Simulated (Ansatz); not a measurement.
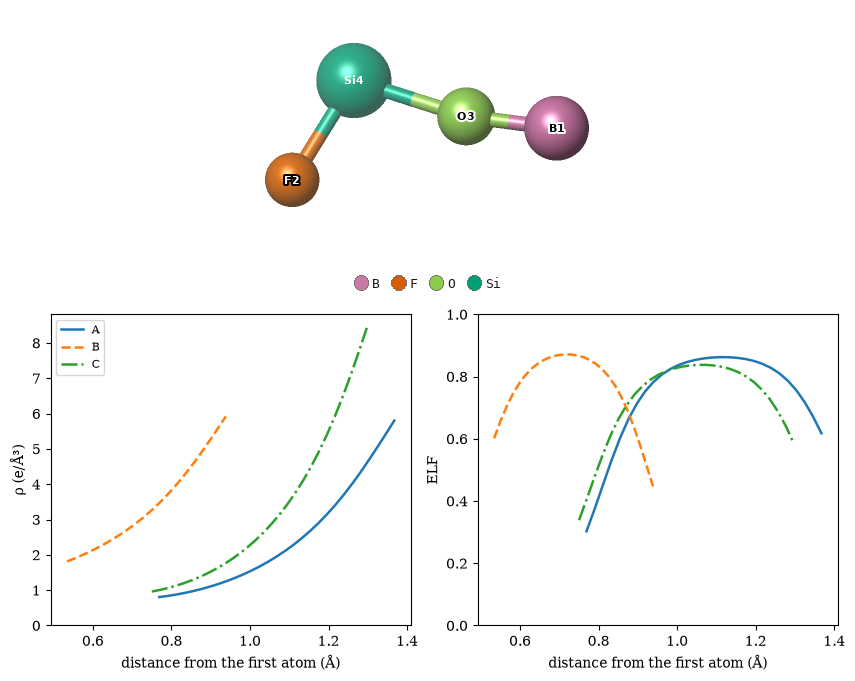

*BFOSi. Electron density and ELF along straight lines between neighbouring atoms. The curves leave out the atomic cores. The structure is drawn too.*

Geometry: PBE0-D3(BJ)/def2-SVP.

Theory: isolated molecule in a Gaussian basis; Kohn-Sham density functional theory, functional PBE0 in Ansatz.

Which curve belongs to which contact (B–O, Si–F and Si–O)? The first atom named is at distance zero.

Answer. Curve A: Si–O (1.71 Å): ρ at the midpoint is about 0.97 e/Å³; the ELF peaks at about 0.85 between the atoms (a polar covalent bond). Curve B: B–O (1.29 Å): ρ at the midpoint is about 2.4 e/Å³; the ELF peaks at about 0.85 between the atoms: a short, strongly polar bond. Curve C: Si–F (1.62 Å): ρ is about 1.1 e/Å³ halfway; the ELF peaks at about 0.85 in the valence shell of F, 0.6 Å from its nucleus, and is about 0.55 at the midpoint.
